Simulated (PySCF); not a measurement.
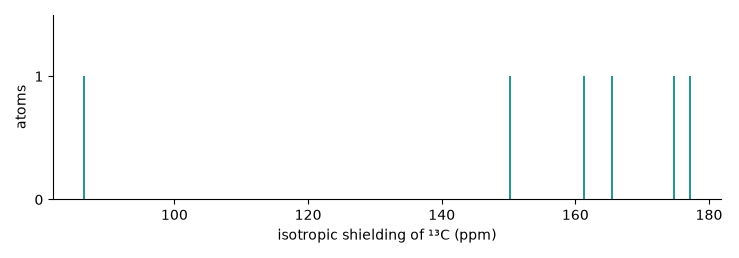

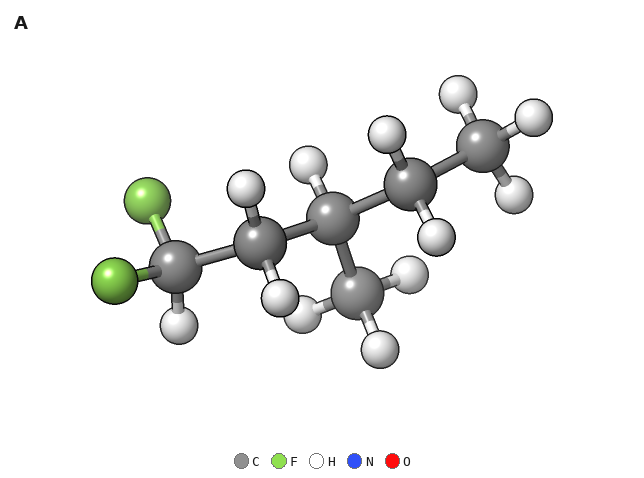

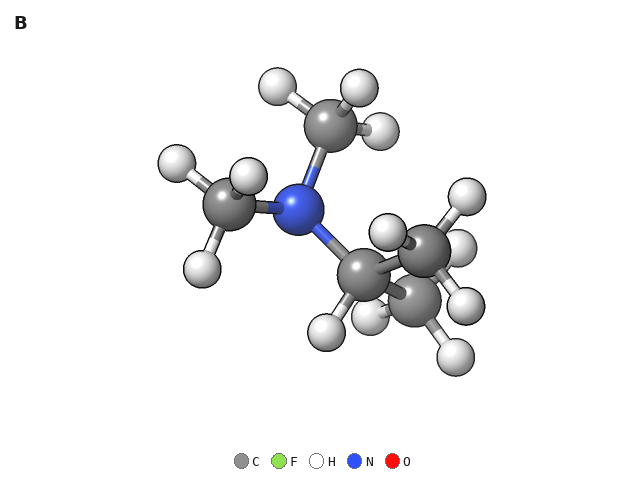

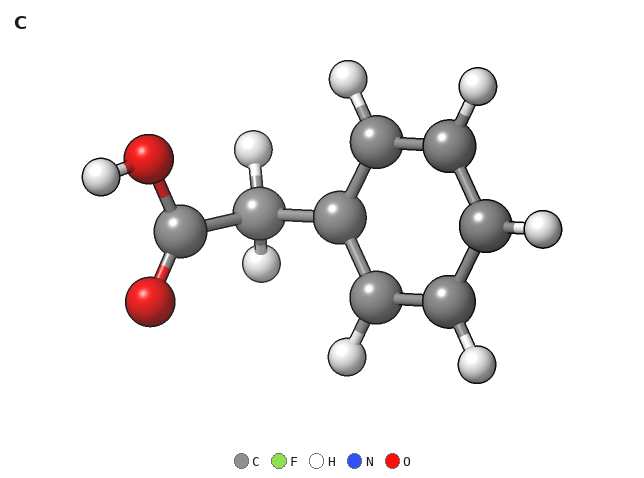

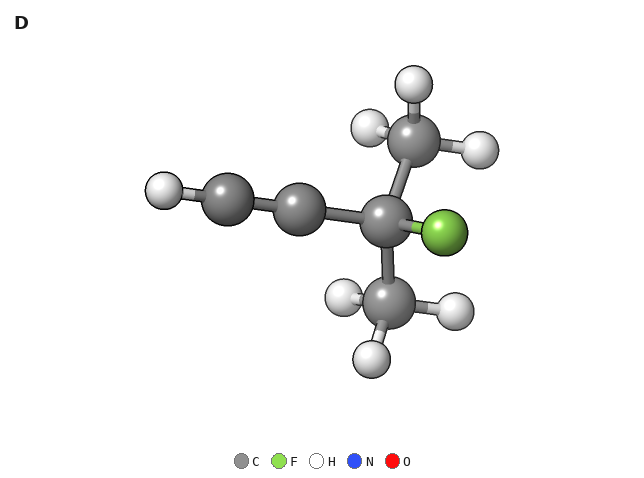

The sticks are computed shieldings of one of the molecules, for one fixed geometry (PBE0-D3(BJ)/def2-SVP) without averaging over rotations. Low shielding means a high chemical shift. Method: GIAO HF/pcSseg-1 NMR shielding, non-relativistic, gas phase (PySCF 2.14.0).

Match the spectrum to a structure.

Answer. A, `CC[C@@H](C)CC(F)F`. Its 6 C atoms give lines at 86.4, 150.2, 161.4, 165.4, 174.7, 177.2 ppm.
